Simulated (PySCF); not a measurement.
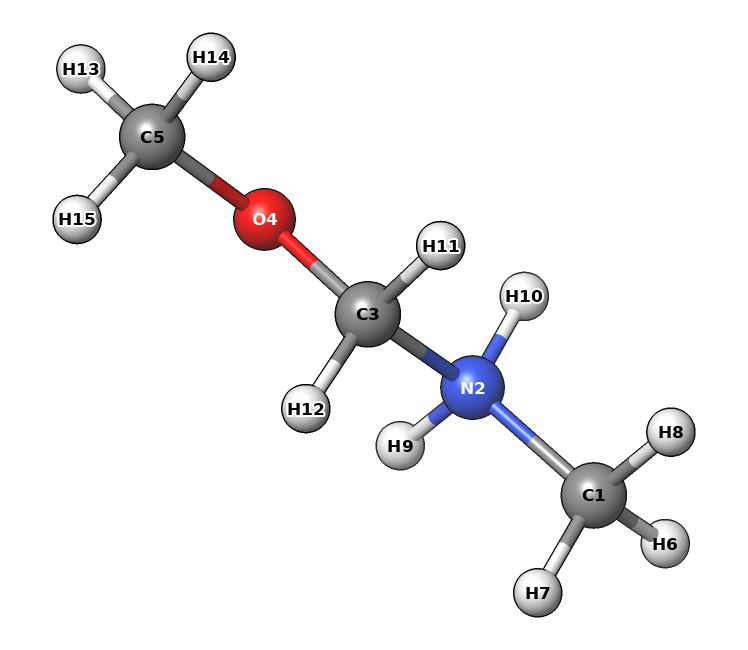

State: charge +1, singlet. The computed structure is the end point of a GFN2-xTB optimisation. No frequency run is at hand to confirm it as a minimum. Method: delta-SCF UKS SCAN, pcX-2 on the ionised atom, pcseg-1 elsewhere, spin-free X2C (PySCF 2.14.0).

Give the core-electron binding energies (to vacuum) of C1 1s, N2 1s, C3 1s, O4 1s, C5 1s.

| atom | level | binding energy (eV) |
| --- | --- | --- |
| C1 | 1s | 297.8 |
| N2 | 1s | 414.4 |
| C3 | 1s | 299.0 |
| O4 | 1s | 543.7 |
| C5 | 1s | 296.5 |
